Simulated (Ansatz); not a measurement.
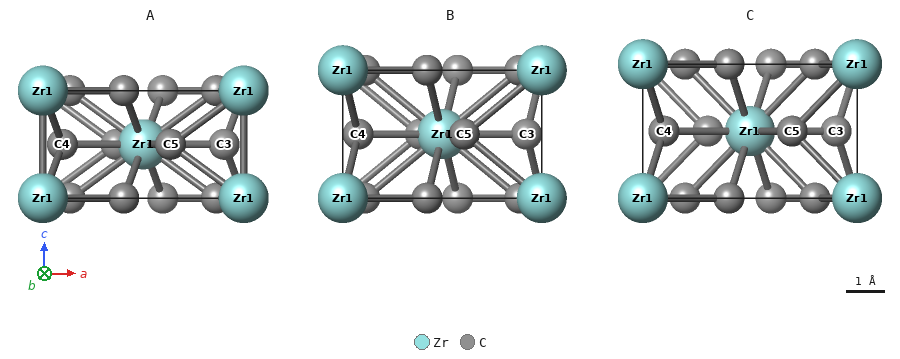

3 geometries from one relaxation of solid ZrC4 (a generated structure, set up in I4/m) (coarse preliminary run), in shuffled order. The picture is a ball-and-stick view of the conventional cell (2 times the calculation's cell), seen along the b axis. Lengths and directions refer to the drawn axes.

Computed with DFT PBE, scalar-relativistic, plane waves, PAW (Ansatz 0.2.0). Set-up: plane-wave cutoff 420 eV; k-point mesh 6 × 6 × 6; occupations gaussian; smearing width 0.1 eV; no spin polarisation; cell and atoms relaxed; force threshold 0.04 eV/Å; at most 70 steps.

Put them in the order of the run, from the start to the converged end.

C, A, B. They are steps 0, 4, 11, at +5.808 eV per cell of the calculation, +1.916 eV per cell of the calculation relative to the last. Over 10 accepted moves (11 points after the start) the energy falls by 5.808 eV per cell of the calculation. The largest force component goes from 0.55 to 0.028 eV/Å. The pressure goes from −27.49 to −0.03 GPa. The SCF was repeated once at an unchanged geometry on a basis and grid sized afresh for the cell, which shifted the energy by 9.4 meV per cell of the calculation at most. The largest moves relative to the cell, 0.48 Å, are those of C atoms. Zr stays in place. Cell: a = b 5.774 → 5.360 Å (−7.2 %), c 3.608 → 3.445 Å (−4.5 %). Volume −17.7 %. Some distances before and after: C–C 2.543 → 1.441 Å, C–C 2.547 → 2.001 Å, C–Zr 2.584 → 2.345 Å, Zr–Zr 3.608 → 3.445 Å. New bonds form, among them: C–C (2.54 → 1.44 Å). Among the angles between lasting bonds that change: Zr–C–Zr 88.9° → 78.0°, Zr–C–Zr 119.8° → 109.7°. The space group stays I4/m (No. 87). Cost: 28 s on 1 thread of Arm Neoverse V2, on a shared host, peak memory 0.34 GiB.
